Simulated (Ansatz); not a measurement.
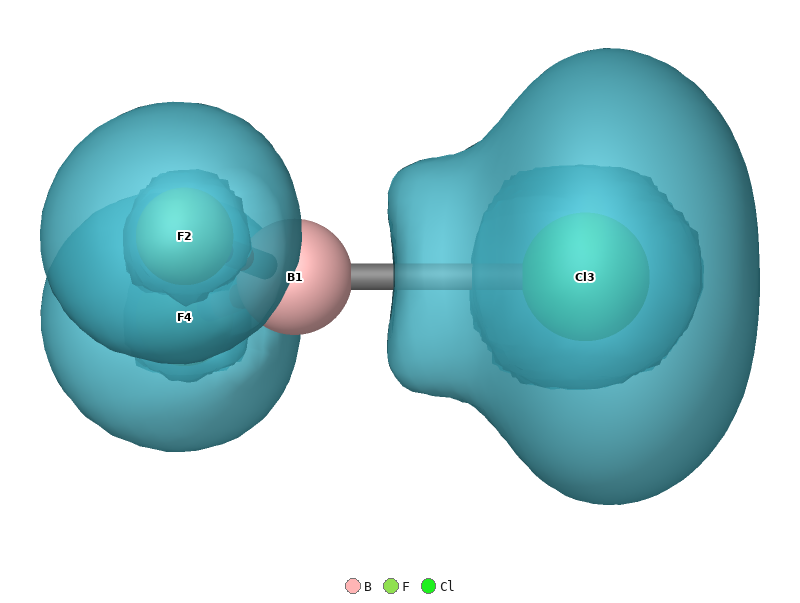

Figure. BClF2. Isosurface of the electron localisation function at 0.75 (cyan), seen from one side. Core shells and regions of very low density are left out.

The calculation used RKS B3LYP-D4/6-31G* (Ansatz).

Question: Identify the bonds, lone pairs and shells in this picture.

Answer: The ELF exceeds this value in one region on Cl in which the atom's valence shell and bonds are merged and two regions on F in which the atom's valence shell and bonds are merged. Along the contacts the grid gives the following. B–F (1.32 Å): the ELF peaks at about 0.85 between the atoms: a shared but strongly polarised pair. B–Cl (1.76 Å): the ELF peaks at about 0.90 between the atoms, as expected for a shared but strongly polarised pair.
